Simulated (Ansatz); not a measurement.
**C$_{4}$H$_{10}$OSi (SMILES C=CO[SiH](C)C): density, localisation and related maps**

The calculation's input:

```
crystal:
  periodic: [false, false, false]
  atoms:
    - { symbol: C, position_ang: [-1.1977, -2.3726, -0.5382] }
    - { symbol: C, position_ang: [-0.6369, -1.5231, -1.4258] }
    - { symbol: O, position_ang: [0.1878, -0.4699, -1.2217] }
    - { symbol: Si, position_ang: [0.5818, 0.2777, 0.2538] }
    - { symbol: C, position_ang: [1.9765, 1.4051, 0.1442] }
    - { symbol: C, position_ang: [-0.98, 1.2163, 0.877] }
    - { symbol: H, position_ang: [-1.8604, -3.1243, -0.9064] }
    - { symbol: H, position_ang: [-1.0922, -2.2248, 0.5171] }
    - { symbol: H, position_ang: [-0.7506, -1.6382, -2.4538] }
    - { symbol: H, position_ang: [0.8379, -0.7798, 1.283] }
    - { symbol: H, position_ang: [2.8607, 0.8709, -0.1336] }
    - { symbol: H, position_ang: [2.199, 1.8737, 1.1531] }
    - { symbol: H, position_ang: [1.7457, 2.2447, -0.5718] }
    - { symbol: H, position_ang: [-1.8634, 0.5455, 1.0239] }
    - { symbol: H, position_ang: [-1.2677, 1.9737, 0.1801] }
    - { symbol: H, position_ang: [-0.7635, 1.7025, 1.8634] }
basis:
  gaussian: { orbitals: def2-SVP }
hamiltonian:
  xc: revpbe
relax:
  f_tol: 0.015
  max_steps: 40
output:
  orbitals: {}
```

Run with:

```sh
ansatz run input.yaml --threads 2 --pin off --max-ram 3072MiB --backend cpu --events-out ev --progress --plain --runs-dir out
```

The fields are those of the relaxed geometry.

All numbers below come from RKS revPBE/def2-SVP (Ansatz).

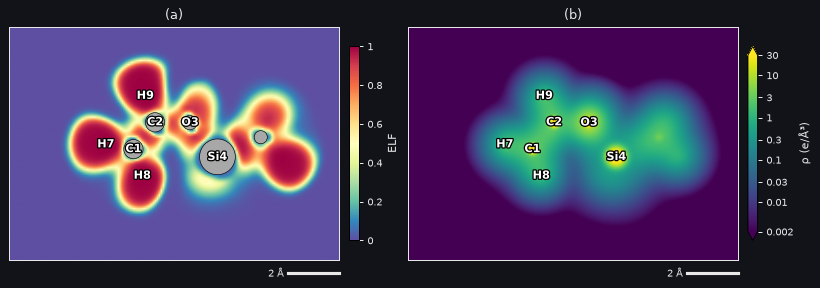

Figure 1. (a) electron localisation function; (b) electron density on the plane of atoms C2, O3 and Si4. Grey discs cover the atomic cores in the ELF map.

**Read the bonding off the picture.**

- The section cuts through C, O, Si and H sites.
- C–C (1.35 Å): ρ at the midpoint is about 2.2 e/Å³; the ELF peaks at about 0.90 between the atoms, as expected for a covalent bond.
- C–O (1.36 Å): the density is about 2.2 e/Å³ at the midpoint, with its minimum of 1.9 e/Å³ about 0.5 Å from C; the ELF peaks at about 0.90 between the atoms, as expected for a polar covalent bond.
- Si–O (1.72 Å): the density is about 0.93 e/Å³ at the midpoint; the ELF peaks at about 0.90 between the atoms (a shared but strongly polarised pair).
- C–H (1.10 Å): the density is about 1.9 e/Å³ at the midpoint; the ELF climbs to about 1 towards the hydrogen, as it does in any bond to H: a covalent bond by its length.
- The ELF also peaks beside O3, away from the bonds: lone-pair regions.

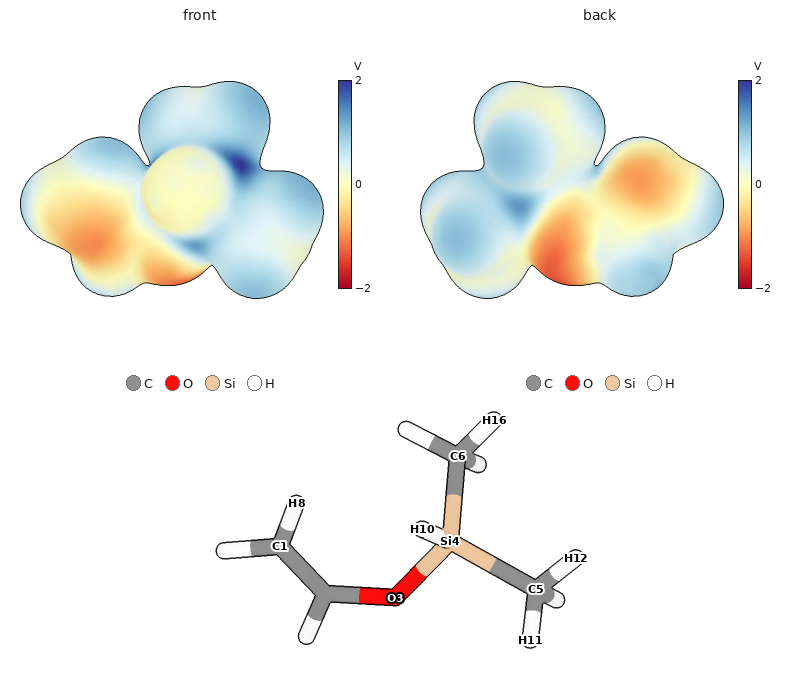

Figure 2. The molecular electrostatic potential painted on the density surface at 0.004 e/bohr³, seen from the front and from behind; the colour scale runs from red (negative) to blue (positive). The bare structure is drawn below in the same view.

**Describe the electrostatic potential map.**

The most negative region (about −1.3 V) lies over O3, the most positive (about +1.8 V) over Si4. O3 is the likeliest acceptor of a hydrogen bond.

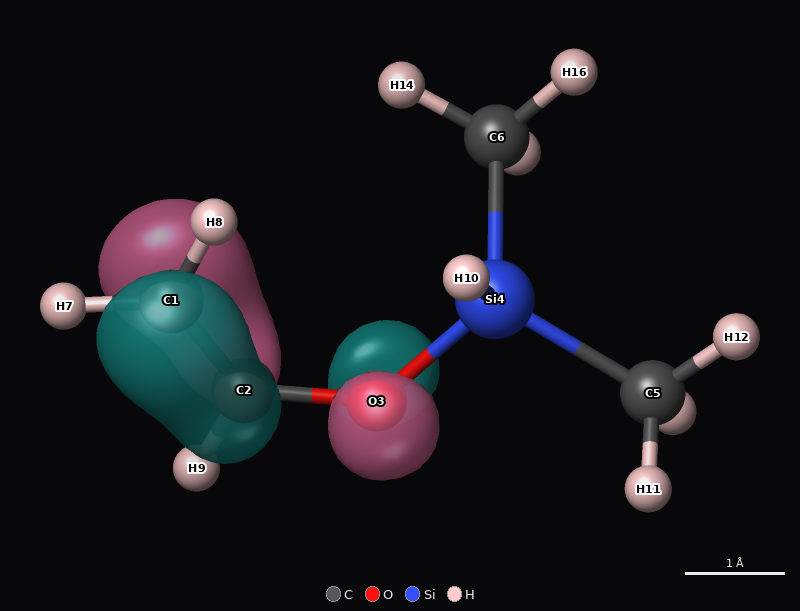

Figure 3. The HOMO at ±0.2 Å⁻³ᐟ² (teal and pink are the two phases), seen across its widest extent.

**Describe this orbital and give its energy.**

Its weight (Hirshfeld) is mainly on C1 (about 40 %), O3 (about 25 %) and C2 (about 25 %). Its energy is −5.29 eV.

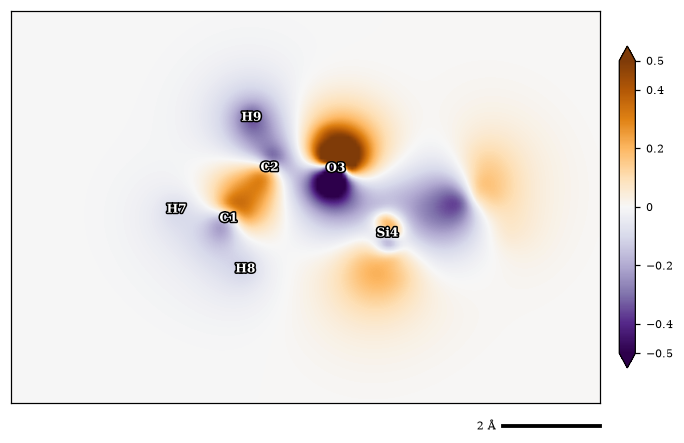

Figure 4. The HOMO−1 on the plane of atoms H7, C1 and H8 (values in Å⁻³ᐟ²; the overall sign is arbitrary).

**Where does this orbital lie, and at what energy?**

It lies mainly on O3 (about 40 %), Si4 (about 15 %), C5 (about 10 %), H10 (about 10 %) and C2 (about 10 %). Its energy is −7.05 eV.
